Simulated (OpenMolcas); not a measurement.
**Run report: Zn, multiconfigurational calculation**

- system: Zn.
- method: state-averaged SS-RASPT2, IPEA shift 0.1, sigma1 shift 0.4 hartree, closed shells 3d correlated, active space 2 electrons in the shells 4s 4p 4d; RAS3 4d with at most 2 electrons, basis ANO-RCC-VTZP, X2C scalar Hamiltonian, spin-orbit coupling by RASSI with atomic mean-field integrals (OpenMolcas)

## Results in brief

- outcome: converged
- lowest level: 4s² ¹S₀
- first excited level: 4s 4p ³P°₀, 33,436 cm⁻¹ (measured: 32,311)
- energy of the lowest spin-free term: −1794.80051 hartree
- energy of the lowest spin-orbit level: −1794.80051 hartree
- CASPT2 correlation energy: −0.4937 hartree
- largest spread among components of a term: 0.1 cm⁻¹
- lowest reference weight: 0.927
- hardware: 1 thread of Intel Xeon (Sapphire Rapids), 256 GiB of memory available, shared host
- wall time: 3.4 s

## Notes

The run is of multi-state type; this report uses its single-state energies. Limits: extra active shells serve correlation only, their own levels not computed; only configurations of the active space are included.

## The input
```
&GATEWAY
Coord
1

Zn 0.0 0.0 0.0
Basis=ANO-RCC-VTZP
Group=XYZ
NoMove
AngMom=0.0 0.0 0.0
AMFI
RX2C
&SEWARD
&RASSCF
FileOrb=start.orb
Symmetry=1
Spin=3
nActEl=2 0 0
Inactive=8 6
Ras2=1 3
CIRoot=3 3 1
SDav=3
CIMx=300
Iter=120 100
PrWF=0.3
OrbListing=Nothing
MaxOrb=0
Atom
>>> COPY $Project.JobIph JOBPRE
&RASSCF
FileOrb=start.orb
Symmetry=1
Spin=1
nActEl=2 0 2
Inactive=8 6
Ras2=1 3
Ras3=5 0
CIRoot=1 1 1
SDav=27
CIMx=300
Iter=120 100
PrWF=0.3
OrbListing=Nothing
MaxOrb=0
Thrs=2.0e-7 1.0e-1 5.0e-4
Atom
>>> COPY $Project.JobIph JOB001
&RASSCF
FileOrb=start.orb
Symmetry=2
Spin=1
nActEl=2 0 2
Inactive=8 6
Ras2=1 3
Ras3=5 0
CIRoot=3 3 1
SDav=18
CIMx=300
Iter=120 100
PrWF=0.3
OrbListing=Nothing
MaxOrb=0
Thrs=2.0e-7 1.0e-1 5.0e-4
Atom
>>> COPY $Project.JobIph JOB002
&RASSCF
FileOrb=start.orb
Symmetry=2
Spin=3
nActEl=2 0 2
Inactive=8 6
Ras2=1 3
Ras3=5 0
CIRoot=15 15 1
SDav=18
CIMx=300
Iter=120 100
PrWF=0.3
OrbListing=Nothing
MaxOrb=0
Thrs=2.0e-7 1.0e-1 5.0e-4
Atom
CIOnly
>>> COPY $Project.JobIph JOB003
&RASSI
NrOfJobIphs=3 1 3 3
1
1 2 3
1 2 3
IphNames
JOB001
JOB002
JOB003
EJob
SpinOrbit
DIPRint=1.0
SOCoupling=1000.0
Subsets=2
MEES
Property=10
'ANGMOM' 1 'ANGMOM' 2 'ANGMOM' 3 'MLTPL  1' 1 'MLTPL  1' 2 'MLTPL  1' 3
'AMFI' 1 'AMFI' 2 'AMFI' 3 'MLTPL  2' 6
SOProperty=3
'ANGMOM' 1 'ANGMOM' 2 'ANGMOM' 3
>>> COPY JOB001 $Project.JobIph
&CASPT2
Multistate=1 1
Frozen=3 6
IPEA=0.1
Sig1=0.4
MaxIter=60
WThr=0.0 0.3 0.05
PrWF=0.5
NoMix
>>> COPY JOB002 $Project.JobIph
&CASPT2
Multistate=3 1 2 3
Frozen=3 6
IPEA=0.1
Sig1=0.4
MaxIter=60
WThr=0.0 0.3 0.05
PrWF=0.5
NoMix
>>> COPY JOB003 $Project.JobIph
&CASPT2
Multistate=3 1 2 3
Frozen=3 6
IPEA=0.1
Sig1=0.4
MaxIter=60
WThr=0.0 0.3 0.05
PrWF=0.5
NoMix
```

The file start.orb holds starting orbitals from an earlier step. A driver script formed the levels outside the program, from RASSI's spin-orbit matrix and the CASPT2 energies (for multi-state variants, the effective Hamiltonian), averaged over the components of each term or state. The log and the time are those of the CASPT2 step.

Launched with:
```bash
OMP_NUM_THREADS=1 MOLCAS_MEM=2252 MOLCAS_PROJECT=a pymolcas a.inp > a.log  # once for each step of the input, in one work folder
```

## Log (extracts)
```
--- CASPT2 ---
Orbital specifications:
      -----------------------

      Symmetry species                           1   2
                                                ag  au
      Frozen orbitals                            3   6
      Inactive orbitals                          5   0
      Active orbitals                            6   3
      Secondary orbitals                        16  20
      Deleted orbitals                           0   0
      Number of basis functions                 30  29
Type of calculation                        SS-CASPT2
      Fock operator                              state-specific
      IPEA shift                                 0.10
      Real shift                                 0.00
      Imaginary shift                            0.00
      Sigma^1 regularizer                        0.40
      The input orbitals will be transformed to quasi-canonical
Reference energy:       -1794.3068027784
      E2 (Non-variational):      -0.4934765536
      Shift correction:          -0.0002352600
      E2 (Variational):          -0.4937118136
      Total energy:           -1794.8005145920
      Residual norm:              0.0000001560
      Reference weight:           0.93657
      Contributions to the CASPT2 correlation energy
      Active & Virtual Only:         -0.0011941992
      One Inactive Excited:          -0.0454189674
      Two Inactive Excited:          -0.4468633870
::    CASPT2 Root  1     Total energy:  -1794.80051459
--- CASPT2 ---
Orbital specifications:
      -----------------------

      Symmetry species                           1   2
                                                ag  au
      Frozen orbitals                            3   6
      Inactive orbitals                          5   0
      Active orbitals                            6   3
      Secondary orbitals                        16  20
      Deleted orbitals                           0   0
      Number of basis functions                 30  29
Type of calculation                        MS-CASPT2
      Fock operator                              state-specific
      IPEA shift                                 0.10
      Real shift                                 0.00
      Imaginary shift                            0.00
      Sigma^1 regularizer                        0.40
      The input orbitals will be transformed to quasi-canonical
Reference energy:       -1794.0846745538
      E2 (Non-variational):      -0.4885780427
      Shift correction:          -0.0003306054
      E2 (Variational):          -0.4889086481
      Total energy:           -1794.5735832019
      Residual norm:              0.0000001460
      Reference weight:           0.93660
      Contributions to the CASPT2 correlation energy
      Active & Virtual Only:         -0.0038271977
      One Inactive Excited:          -0.0416644874
      Two Inactive Excited:          -0.4430863576
Reference energy:       -1794.0846745538
      E2 (Non-variational):      -0.4885783015
      Shift correction:          -0.0003306622
      E2 (Variational):          -0.4889089636
      Total energy:           -1794.5735835175
      Residual norm:              0.0000001460
      Reference weight:           0.93660
      Contributions to the CASPT2 correlation energy
      Active & Virtual Only:         -0.0038271992
      One Inactive Excited:          -0.0416647446
      Two Inactive Excited:          -0.4430863576
::    CASPT2 Root  1     Total energy:  -1794.57358320
::    CASPT2 Root  2     Total energy:  -1794.57358352
::    CASPT2 Root  3     Total energy:  -1794.57358321
::    MS-CASPT2 Root  1     Total energy:  -1794.57358352
::    MS-CASPT2 Root  2     Total energy:  -1794.57358321
::    MS-CASPT2 Root  3     Total energy:  -1794.57358320
--- CASPT2 ---
Orbital specifications:
      -----------------------

      Symmetry species                           1   2
                                                ag  au
      Frozen orbitals                            3   6
      Inactive orbitals                          5   0
      Active orbitals                            6   3
      Secondary orbitals                        16  20
      Deleted orbitals                           0   0
      Number of basis functions                 30  29
Type of calculation                        MS-CASPT2
      Fock operator                              state-specific
      IPEA shift                                 0.10
      Real shift                                 0.00
      Imaginary shift                            0.00
      Sigma^1 regularizer                        0.40
      The input orbitals will be transformed to quasi-canonical
Reference energy:       -1794.1555330989
      E2 (Non-variational):      -0.4885270625
      Shift correction:          -0.0033403018
      E2 (Variational):          -0.4918673643
      Total energy:           -1794.6474004632
      Residual norm:              0.0000001245
      Reference weight:           0.92745
      Contributions to the CASPT2 correlation energy
      Active & Virtual Only:         -0.0106515754
      One Inactive Excited:          -0.0347185348
      Two Inactive Excited:          -0.4431569523
Reference energy:       -1794.1555330989
      E2 (Non-variational):      -0.4885270906
      Shift correction:          -0.0033403097
      E2 (Variational):          -0.4918674004
      Total energy:           -1794.6474004993
      Residual norm:              0.0000001245
      Reference weight:           0.92745
      Contributions to the CASPT2 correlation energy
      Active & Virtual Only:         -0.0106515784
      One Inactive Excited:          -0.0347185600
      Two Inactive Excited:          -0.4431569523
::    CASPT2 Root  1     Total energy:  -1794.64740046
::    CASPT2 Root  2     Total energy:  -1794.64740050
::    CASPT2 Root  3     Total energy:  -1794.64740050
::    MS-CASPT2 Root  1     Total energy:  -1794.64740050
::    MS-CASPT2 Root  2     Total energy:  -1794.64740050
::    MS-CASPT2 Root  3     Total energy:  -1794.64740046
```

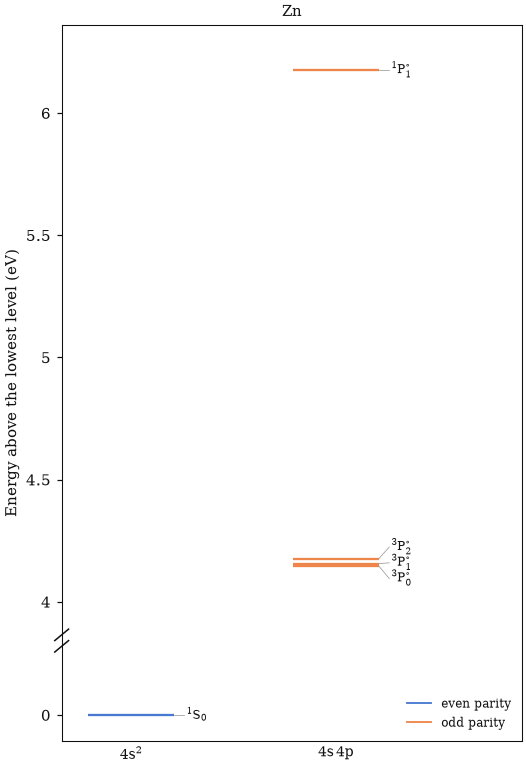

*Level diagram of the Zn atom.*

The lowest level is 4s² ¹S₀. The first excited level, 4s 4p ³P°₀, lies at 4.15 eV. It is also the lowest level of opposite parity. The leading LS term holds 100 % of a level on average.

| Configuration | Level | E (eV) | Landé g |
| --- | --- | --- | --- |
| 4s² | ¹S₀ | 0 | – |
| 4s 4p | ³P°₀ | 4.146 | – |
| 4s 4p | ³P°₁ | 4.156 | 1.501 |
| 4s 4p | ³P°₂ | 4.177 | 1.501 |
| 4s 4p | ¹P°₁ | 6.175 | 1.000 |
